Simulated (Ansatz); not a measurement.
```xyz
15

C    -1.7734   -0.0234    1.0690
Al   -0.1703   -0.6338    0.1210
C     1.5652   -0.8149    1.0280
O    -0.4824   -1.6079   -1.2742
P     0.2445    1.4925   -1.3466
H    -1.5951    0.8809    1.6601
H    -2.1219   -0.7921    1.7678
H    -2.6030    0.1807    0.3855
H     2.4041   -0.9239    0.3331
H     1.5738   -1.6991    1.6756
H     1.7818    0.0444    1.6714
H     0.1875   -2.1860   -1.6343
H     0.5107    2.8036   -0.8924
H     1.2710    1.4205   -2.3122
H    -0.8145    1.8078   -2.2227
```

Geometry: PBE0-D4/def2-TZVP.

These are results of Ansatz 0.2.0, RKS PBE0-D4/def2-TZVPP, not measurements.

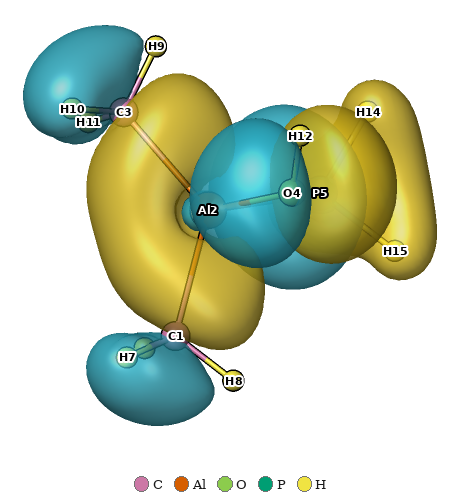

C₂H₁₀AlOP (SMILES [CH3][Al-]([CH3])([OH])[PH3+]). The HOMO−1 at ±0.06 Å⁻³ᐟ² (yellow and cyan are the two phases), seen at a tilt.

What is the character of this orbital?

Answer. It lies mainly on O4 (about 35 %), P5 (about 20 %), C3 (about 10 %), Al2 (about 10 %) and C1 (about 10 %). Its energy is −7.67 eV.
